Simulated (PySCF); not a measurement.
```xyz
6

Mo   -0.0889    0.0008   -0.5338
C     0.2023    0.0009    1.1680
H     0.3900    0.0008    2.2542
F     1.6221    0.0009   -1.2859
F    -1.0605    1.5703   -0.8234
F    -1.0596   -1.5693   -0.8232
```

Geometry: BP86-D3(BJ)/ma-def2-SVP; core potentials replace the inner electrons of Mo.

The calculation used DFT single point, gas phase, functional TPSSh (PySCF).

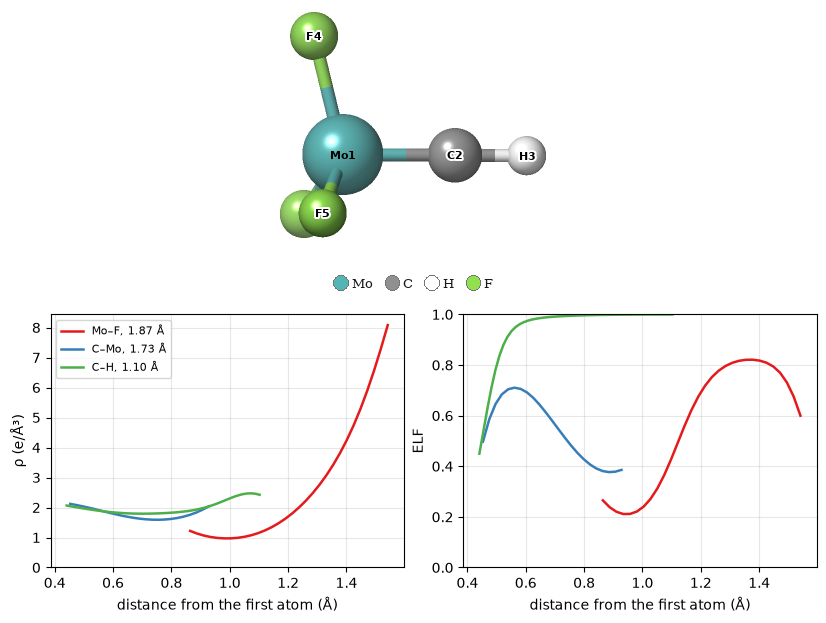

CHF3Mo. Electron density and ELF along straight lines between neighbouring atoms. The curves leave out the atomic cores. The structure is drawn too.

### What can be read from the curves?

Mo–F (1.87 Å): the density is about 1 e/Å³ at the midpoint; the ELF peaks at about 0.80 in the valence shell of F, 0.5 Å from its nucleus, and drops to about 0.20 between the two atoms.
C–Mo (1.73 Å): ρ at the midpoint is about 1.8 e/Å³; the ELF peaks at about 0.70 in the valence shell of C, 0.6 Å from its nucleus, and drops to about 0.40 between the two atoms.
C–H (1.10 Å): ρ at the midpoint is about 1.9 e/Å³; the ELF climbs to about 1 towards the hydrogen, as it does in any bond to H: a covalent bond by its length.
